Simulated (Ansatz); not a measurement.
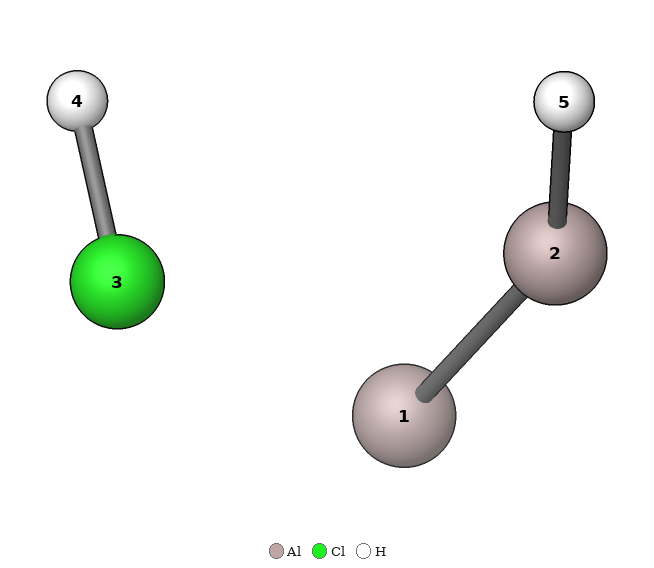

Numbered structure. State: neutral, doublet. The computed structure is the end point of a PBE-D4/def2-SVP optimisation. No frequency run is at hand to confirm it as a minimum.

Question: Describe the coordination of atom 2.

Answer: Al2 has 2 neighbours (Al1 at 2.65, H5 at 1.64 Å); the arrangement is bent.
